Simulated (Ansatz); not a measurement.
```xyz
16

C    -2.2962   -1.2224   -2.3014
C    -1.6909   -1.4898   -0.9463
C    -1.6530   -0.6461    0.0548
C    -1.6208    0.1987    1.0679
C    -0.5254    1.1721    1.3463
C     0.5917    1.3029    0.3111
O    -0.5656    1.8645    2.3423
S     2.1456    1.9890    0.9815
H    -3.0977   -1.9494   -2.5147
H    -1.5376   -1.3370   -3.0938
H    -2.7188   -0.2100   -2.3665
H    -1.2440   -2.4818   -0.7862
H    -2.4343    0.2232    1.8034
H     0.2010    1.9425   -0.5009
H     0.8167    0.3261   -0.1394
H     1.5206    2.7487    1.9124
```

Geometry: B3LYP/def2-SVP.

Level of theory: Ansatz, isolated molecule in a Gaussian basis; Kohn-Sham density functional theory, functional PBE0.

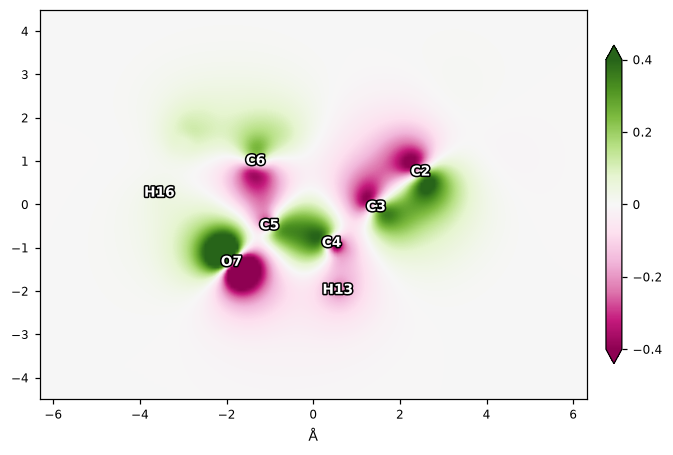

C₆H₈OS. The HOMO−1 on the plane of atoms C5, C4 and H13 (values in Å⁻³ᐟ²; the overall sign is arbitrary).

**Where does this orbital lie, and at what energy?**

Its weight (Hirshfeld) is mainly on O7 (about 35 %), C2 (about 15 %), C3 (about 10 %), C5 (about 10 %), C4 (about 5 %) and C6 (about 5 %). Its energy is −7.63 eV.
